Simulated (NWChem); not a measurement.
# H2O2 (hydrogen peroxide) at 6 levels

We compute a comparison of 6 runs (HF/def2-TZVPP, PBE/def2-TZVPP, SVWN5/def2-TZVPP, B3LYP/6-31G*, TPSS/pcseg-2, MP2/def2-TZVPP) of H2O2 (hydrogen peroxide). 

The calculation is run with NWChem 7.3.0.

### 1 Starting point

H2O2 has 4 atoms, charge 0, and is taken as a singlet. SMILES: `OO`. The shape is that of a PBE0-D4/def2-TZVP optimisation.

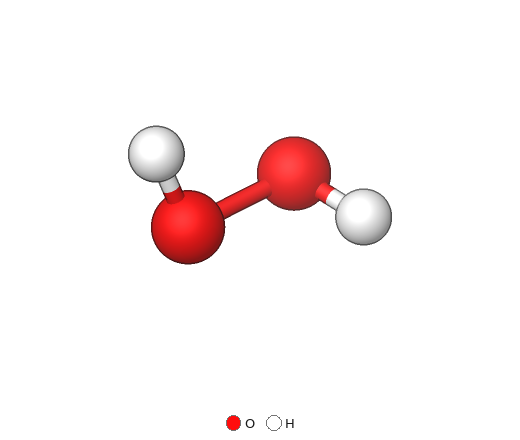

Viewed from a chosen angle; oxygen red, hydrogen white.

### 2 Energy and forces at HF/def2-TZVPP (run 1)

File job.nw:

```
start job
title "H2O2 hf"
memory stack 880 mb heap 220 mb global 1100 mb

geometry noautosym nocenter noautoz
   O       -0.486800      -0.581100       0.030600
   O        0.048300       0.728400       0.206900
   H        0.186400      -1.117000       0.467400
   H        0.252100       0.969800      -0.704900
end

basis spherical bse
   O library def2-TZVPP
   H library def2-TZVPP
end

scf
   thresh 1e-08
   maxiter 80
   noprint "final vectors analysis"
end

task scf gradient
```

Started as:

```sh
$ nwchem job.nw > job.out
```

The log of the run:

```text
[...]
  functions       =    90
[...]
  wavefunction    = RHF
[...]
         Total SCF energy =   -150.845750514294
      One-electron energy =   -282.280657436099
      Two-electron energy =     94.151785447576
 Nuclear repulsion energy =     37.283121474229
        Time for solution =     10.4s
[...]
                         RHF ENERGY GRADIENTS
    atom               coordinates                        gradient
                 x          y          z           x          y          z
   1 O      -0.919919  -1.098120   0.057826   -0.028681  -0.010010  -0.016469
   2 O       0.091274   1.376476   0.390984    0.005348   0.017855   0.029115
   3 H       0.352245  -2.110824   0.883258    0.018510  -0.012295   0.011505
   4 H       0.476400   1.832656  -1.332068    0.004824   0.004450  -0.024151
[...]
```

It took 14 s on 1 thread of Intel Xeon Platinum 8488C (Sapphire Rapids), shared host; peak memory 0.11 GiB.

### 3 Energy and forces at PBE/def2-TZVPP (run 2)

File run.py:

```python
from ase import Atoms
from ase.calculators.nwchem import NWChem

system = Atoms(['O', 'O', 'H', 'H'], positions=[
    [-0.486800, -0.581100, 0.030600],
    [0.048300, 0.728400, 0.206900],
    [0.186400, -1.117000, 0.467400],
    [0.252100, 0.969800, -0.704900],
])

calc = NWChem(
    label='mol',
    theory='dft',
    memory='2200 mb',
    basis='def2-TZVPP',
    basispar='spherical bse',
    dft={'xc': 'xpbe96 cpbe96', 'mult': '1', 'grid': 'fine', 'convergence': 'energy 1e-08', 'iterations': '100', 'mulliken': None, 'print': 'low'},
)
system.calc = calc

forces = system.get_forces()
print("Total energy (eV):", round(system.get_potential_energy(), 6))
print("forces (eV/A):")
for s, f in zip(system.symbols, forces):
    print(f"{s:2s} {f[0]:10.5f} {f[1]:10.5f} {f[2]:10.5f}")
```

Started as:

```sh
$ export ASE_NWCHEM_COMMAND="nwchem PREFIX.nwi > PREFIX.nwo"
$ python run.py
```

The log of the run:

```text
Total energy (eV): -4121.61234
forces (eV/A):
O    -0.74115   -0.68803   -0.33908
O     0.27686    0.84353    0.59017
H     0.34880   -0.27840    0.21407
H     0.11549    0.12290   -0.46516
```

The calculator wrote mol.nwi:

```
title "mol"

permanent_dir mol

scratch_dir mol

start mol

geometry units angstrom nocenter noautosym noautoz
  O  -4.8680000000000001e-01 -5.8109999999999995e-01 3.0599999999999999e-02
  O  4.8300000000000003e-02 7.2840000000000005e-01 2.0690000000000000e-01
  H  1.8640000000000001e-01 -1.1170000000000000e+00 4.6739999999999998e-01
  H  2.5209999999999999e-01 9.6980000000000000e-01 -7.0489999999999997e-01
end

memory 2200 mb

basis spherical bse noprint
   * library def2-TZVPP
end

dft
  xc xpbe96 cpbe96
  mult 1
  grid fine
  convergence energy 1e-08
  iterations 100
  mulliken
  print low
end

task dft gradient
```

mol.nwo:

```text
Northwest Computational Chemistry Package (NWChem) 7.3.0
             --------------------------------------------------------

           Job information
           ---------------

    nwchem branch   = 7.3.0
    use scalapack   = T
    input           = mol.nwi
    prefix          = mol.
    data base       = mol/mol.db
    status          = startup
    nproc           =        1

           Memory information
           ------------------

[... 5 lines left out ...]
    hardfail = no
[... 36 lines left out ...]
            Nuclear Dipole moment (a.u.)
[... 75 lines left out ...]
         Total DFT energy =     -151.466460983451
[... 1 line left out ...]
           Coulomb energy =      111.262085023640
[... 1 line left out ...]
 Nuclear repulsion energy =       37.283121474229
[... 27 lines left out ...]
                         DFT ENERGY GRADIENTS

    atom               coordinates                        gradient
                 x          y          z           x          y          z
   1 O      -0.919919  -1.098120   0.057826    0.014413   0.013380   0.006594
   2 O       0.091274   1.376476   0.390984   -0.005384  -0.016404  -0.011477
   3 H       0.352245  -2.110824   0.883258   -0.006783   0.005414  -0.004163
   4 H       0.476400   1.832656  -1.332068   -0.002246  -0.002390   0.009046

 Task  times  cpu:       10.0s     wall:       10.0s
 Total times  cpu:       10.0s     wall:       10.0s
```

It took 11 s on 1 thread of Intel Xeon Platinum 8488C (Sapphire Rapids), shared host; peak memory 0.12 GiB.

### 4 Energy and forces at SVWN5/def2-TZVPP (run 3)

File h2o2.xyz:

```xyz
4

O     -0.486800    -0.581100     0.030600
O      0.048300     0.728400     0.206900
H      0.186400    -1.117000     0.467400
H      0.252100     0.969800    -0.704900
```

File run.py:

```python
from ase.io import read
from ase.calculators.nwchem import NWChem

mol = read('h2o2.xyz')

calc = NWChem(
    label='h2o2',
    theory='dft',
    memory='2200 mb',
    basis='def2-TZVPP',
    basispar='spherical bse',
    dft={'xc': 'slater vwn_5', 'mult': '1', 'grid': 'fine', 'convergence': 'energy 1e-08', 'iterations': '100', 'mulliken': None, 'print': 'low'},
)
mol.calc = calc

forces = mol.get_forces()
e = mol.get_potential_energy()
print(f"E = {e:.6f} eV")
print("forces (eV/A):")
for s, f in zip(mol.symbols, forces):
    print(f"{s:2s} {f[0]:10.5f} {f[1]:10.5f} {f[2]:10.5f}")
```

Started as:

```sh
$ export ASE_NWCHEM_COMMAND="nwchem PREFIX.nwi > PREFIX.nwo"
$ python run.py
```

The log of the run:

```text
E = -4096.412592 eV
forces (eV/A):
O    -0.46141    0.20687   -0.29321
O    -0.06767   -0.02957    0.57937
H     0.41148   -0.30576    0.26266
H     0.11760    0.12845   -0.54883
```

The calculator wrote h2o2.nwi:

```
title "h2o2"

permanent_dir h2o2

scratch_dir h2o2

start h2o2

geometry units angstrom nocenter noautosym noautoz
  O  -4.8680000000000001e-01 -5.8109999999999995e-01 3.0599999999999999e-02
  O  4.8300000000000003e-02 7.2840000000000005e-01 2.0690000000000000e-01
  H  1.8640000000000001e-01 -1.1170000000000000e+00 4.6739999999999998e-01
  H  2.5209999999999999e-01 9.6980000000000000e-01 -7.0489999999999997e-01
end

memory 2200 mb

basis spherical bse noprint
   * library def2-TZVPP
end

dft
  xc slater vwn_5
  mult 1
  grid fine
  convergence energy 1e-08
  iterations 100
  mulliken
  print low
end

task dft gradient
```

h2o2.nwo:

```text
Northwest Computational Chemistry Package (NWChem) 7.3.0
             --------------------------------------------------------

           Job information
           ---------------

    nwchem branch   = 7.3.0
    use scalapack   = T
    input           = h2o2.nwi
    prefix          = h2o2.
    data base       = h2o2/h2o2.db
    status          = startup
    nproc           =        1

           Memory information
           ------------------

[... 5 lines left out ...]
    hardfail = no
[... 36 lines left out ...]
            Nuclear Dipole moment (a.u.)
[... 73 lines left out ...]
         Total DFT energy =     -150.540387323697
[... 1 line left out ...]
           Coulomb energy =      111.079782129394
[... 1 line left out ...]
 Nuclear repulsion energy =       37.283121474229
[... 27 lines left out ...]
                         DFT ENERGY GRADIENTS

    atom               coordinates                        gradient
                 x          y          z           x          y          z
   1 O      -0.919919  -1.098120   0.057826    0.008973  -0.004023   0.005702
   2 O       0.091274   1.376476   0.390984    0.001316   0.000575  -0.011267
   3 H       0.352245  -2.110824   0.883258   -0.008002   0.005946  -0.005108
   4 H       0.476400   1.832656  -1.332068   -0.002287  -0.002498   0.010673

 Task  times  cpu:        7.5s     wall:        7.5s
 Total times  cpu:        7.6s     wall:        7.6s
```

Run time: 9 s. Hardware: 1 thread of Intel Xeon Platinum 8488C (Sapphire Rapids), shared host; peak memory 0.12 GiB.

Runs 4 to 5 aren't shown in full; the table further down has their settings and results.

### 5 Energy and forces at MP2/def2-TZVPP (run 6)

File run.py:

```python
from ase import Atoms
from ase.calculators.nwchem import NWChem

atoms = Atoms(['O', 'O', 'H', 'H'], positions=[
    [-0.486800, -0.581100, 0.030600],
    [0.048300, 0.728400, 0.206900],
    [0.186400, -1.117000, 0.467400],
    [0.252100, 0.969800, -0.704900],
])

calc = NWChem(
    label='mymol',
    theory='mp2',
    memory='2200 mb',
    basis='def2-TZVPP',
    basispar='spherical bse',
    scf={'nopen': '0', 'rhf': None, 'thresh': '1e-08', 'maxiter': '80'},
    mp2={'freeze': 'core 2', 'tight': None},
)
atoms.calc = calc

forces = atoms.get_forces()
print("Total energy (eV):", round(atoms.get_potential_energy(), 6))
print("forces (eV/A):")
for s, f in zip(atoms.symbols, forces):
    print(f"{s:2s} {f[0]:10.5f} {f[1]:10.5f} {f[2]:10.5f}")
```

Started as:

```sh
$ export ASE_NWCHEM_COMMAND="nwchem PREFIX.nwi > PREFIX.nwo"
$ python run.py
```

The log of the run:

```text
Total energy (eV): -4118.135548
forces (eV/A):
O    -0.26971   -0.63558   -0.14768
O     0.30354    0.62380    0.12897
H     0.00478    0.11390   -0.01769
H    -0.03862   -0.10212    0.03641
```

The calculator wrote mymol.nwi:

```
title "mymol"

permanent_dir mymol

scratch_dir mymol

start mymol

geometry units angstrom nocenter noautosym noautoz
  O  -4.8680000000000001e-01 -5.8109999999999995e-01 3.0599999999999999e-02
  O  4.8300000000000003e-02 7.2840000000000005e-01 2.0690000000000000e-01
  H  1.8640000000000001e-01 -1.1170000000000000e+00 4.6739999999999998e-01
  H  2.5209999999999999e-01 9.6980000000000000e-01 -7.0489999999999997e-01
end

memory 2200 mb

basis spherical bse noprint
   * library def2-TZVPP
end

scf
  nopen 0
  rhf
  thresh 1e-08
  maxiter 80
end
mp2
  freeze core 2
  tight
end

task mp2 gradient
```

mymol.nwo:

```text
Northwest Computational Chemistry Package (NWChem) 7.3.0
             --------------------------------------------------------

           Job information
           ---------------

    nwchem branch   = 7.3.0
    use scalapack   = T
    input           = mymol.nwi
    prefix          = mymol.
    data base       = mymol/mymol.db
    status          = startup
    nproc           =        1

           Memory information
           ------------------

[... 5 lines left out ...]
    hardfail = no
[... 119 lines left out ...]
 Convergence threshold     :          1.000E-08
[... 17 lines left out ...]
      One-electron energy =   -282.280657436096
[... 29 lines left out ...]
                       ROHF Final Molecular Orbital Analysis
[... 361 lines left out ...]
  MP2 natural orbitals output to mymol/mymol.mp2nos
[... 10 lines left out ...]
                 ----------------------------------------
                 |  Time  |  1-e(secs)   |  2-e(secs)   |
                 ----------------------------------------
                 |  CPU   |       0.01   |       2.13   |
                 ----------------------------------------
                 |  WALL  |       0.01   |       2.13   |
                 ----------------------------------------
 -----------------------
 Task  times  cpu:       25.6s     wall:       25.6s
 Total times  cpu:       25.6s     wall:       25.6s
```

Run time: 27 s. Hardware: 1 thread of Intel Xeon Platinum 8488C (Sapphire Rapids), shared host; peak memory 0.23 GiB.

### 6 All runs side by side

```
run                               level  iteration cap  module  energy (Eh)  dipole moment (D)  largest force (eV/Å)  wall time
  1                       HF/def2-TZVPP             80     scf  -150.845751               1.90                 1.778       14 s
  2                      PBE/def2-TZVPP            100     dft  -151.466461                  –                 1.067       11 s
  3                    SVWN5/def2-TZVPP            100     dft  -150.540387                  –                 0.585        9 s
  4  B3LYP/6-31G* (spherical functions)            100     dft  -151.529160               1.90                 0.890      5.4 s
  5                        TPSS/pcseg-2            100     dft  -151.633217               1.78                 1.277       26 s
  6                      MP2/def2-TZVPP             80     mp2  -151.338691               1.81                 0.706       27 s
```

### 7 What came out

| quantity | value |
| --- | --- |
| run 6: total energy | -151.33869 Eh |
| run 6: dipole moment (of the density that the program reports) | 1.81 D |
| run 6: HOMO energy (Hartree–Fock orbitals) | -13.10 eV |
| run 6: LUMO energy (Hartree–Fock orbitals) | 3.62 eV |
| run 6: HOMO–LUMO gap (Hartree–Fock orbitals) | 16.72 eV |
| run 6: correlation energy (2 core orbitals frozen) | -492.9 mEh |
| run 6: largest force on an atom | 0.706 eV/Å |

In words: Over runs 1, 4, 5, 6 the dipole moment (its size) runs from 1.78 D (TPSS/pcseg-2) to 1.90 D (HF/def2-TZVPP). The two ends differ in method and basis. Totals of different functionals can't be ranked against each other. All runs together took 93 s, the longest 27 s.
